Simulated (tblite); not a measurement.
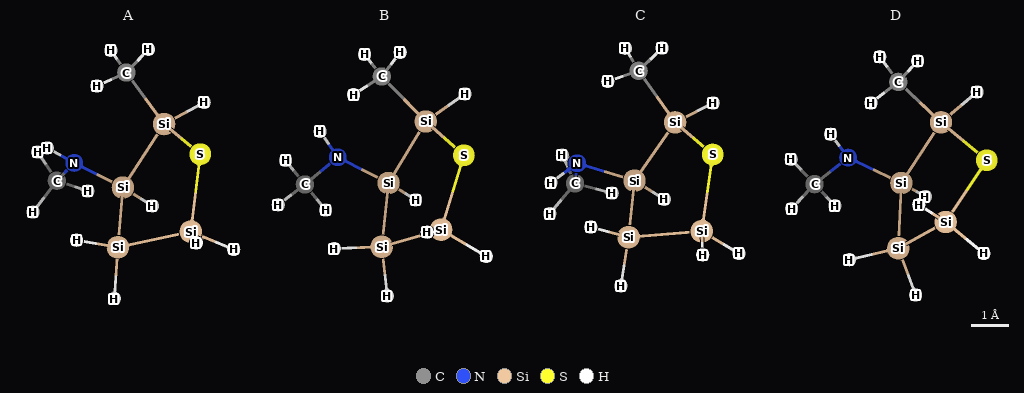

4 geometries from one relaxation of C2H13NSSi4, in shuffled order. A ball-and-stick model, seen from a free direction.

These are results of GFN2-xTB geometry optimisation, gas phase (tblite), not measurements. 

**Put them in the order of the run, from the start to the converged end.**

C, A, B, D. They are steps 0, 52, 115, 180, at +116.5 kJ/mol, +10.2 kJ/mol, +2.62 kJ/mol relative to the last. The atom that moves furthest after the best rigid fit is an H atom (1.79 Å). By element the largest moves are H 1.79 Å, S 0.73 Å, Si 0.68 Å, N 0.56 Å, C 0.50 Å. Near-neighbour distances that change, for instance: Si–Si 2.221 → 2.359 Å, Si–Si 2.208 → 2.325 Å, Si–Si 2.249 → 2.328 Å, C–Si 1.844 → 1.907 Å. Among the angles between lasting bonds that change: C–N–Si 105.3° → 121.7°, Si–N–H 107.6° → 118.5°, Si–Si–H 110.8° → 121.0°. Groups turn about S–Si by about 65°, Si–Si by about 55°, S–Si by about 50°. Over 180 geometry steps the energy falls by 116.5 kJ/mol. The run took 4.5 s on 1 thread of Arm Neoverse N1, with other jobs on the host.
